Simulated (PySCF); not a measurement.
System: P₄Se₃ (PP3SeSeSe nortricyclane).

Input file:

```
{"job": {"kind": "uv", "xc": "wB97X-D", "basis": "def2-SVPD", "ip": false, "nstates": 10}, "charge": 0, "multiplicity": 1}
P      0.361540     1.753967    -0.286852
Se    -0.919142     1.193623     1.484105
P     -0.951216    -1.044964     1.247935
P      1.020889    -1.578273     0.315302
Se     2.112649     0.370509     0.047625
P     -0.817946    -1.417731    -0.964180
Se    -0.714914     0.620857    -1.912496
```

Launched as:

```sh
OMP_NUM_THREADS=1 python probes_run.py task.json out
```

Geometry: PBE0-D3(BJ)/def2-SVP.

Method: wB97X-D/def2-SVPD, SCF density, gas phase (PySCF).

**What can the converged electron density and electron localisation function tell about the bonding?**

P–P (2.25 Å): the density is about 0.71 e/Å³ at the midpoint; the ELF peaks at about 0.85 between the atoms (a covalent bond).
P–Se (2.25 Å): ρ is about 0.75 e/Å³ halfway; the ELF peaks at about 0.85 between the atoms, as expected for a shared electron pair.

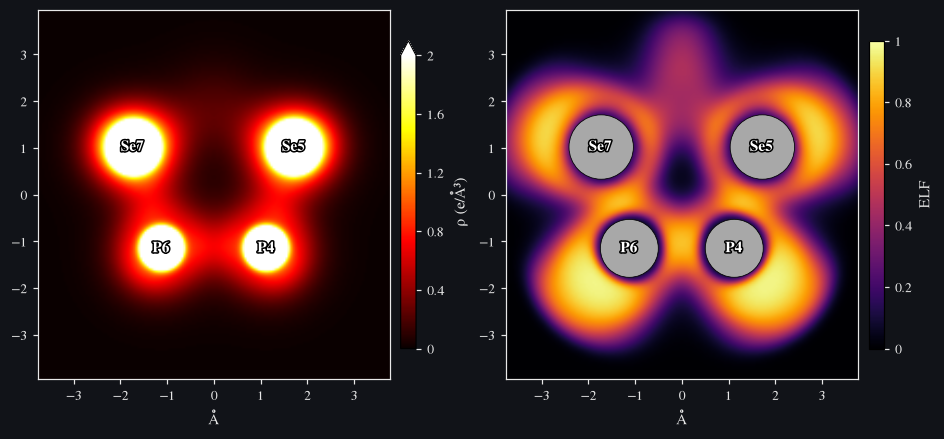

Computed electron density and electron localisation function on the plane of atoms Se5, P4 and P6, in this order. Grey discs cover the atomic cores in the ELF map. 
